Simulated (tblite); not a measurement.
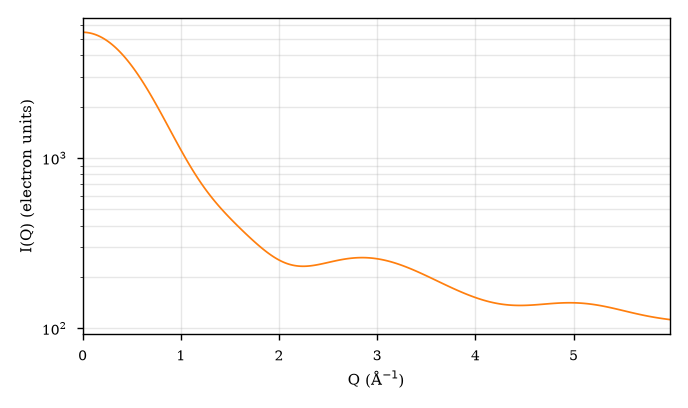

Elastic X-ray scattering of a randomly oriented, rigid molecule, calculated with the Debye equation from neutral-atom form factors (independent atoms, no Compton part, no vibration). The geometry is the end point of an optimisation (GFN2-xTB geometry optimisation, gas phase (tblite 0.8.0)); it may be a saddle point or a higher isomer. It contains Si, P, C, N, H.

> How many electrons does the independent-atom model of the molecule hold?

I(0) is the square of the electron number: I(0) = 5470, so about 74 electrons, the count of C5H8NPSi.

> What radius of gyration does the initial fall-off give?

From I(Q) ≈ I(0) exp(−Q²R²/3) at small Q, R ≈ 2.36 Å. It is larger than the electron-weighted radius of the nuclear positions alone (2.23 Å), because each atom's electron cloud adds to it.
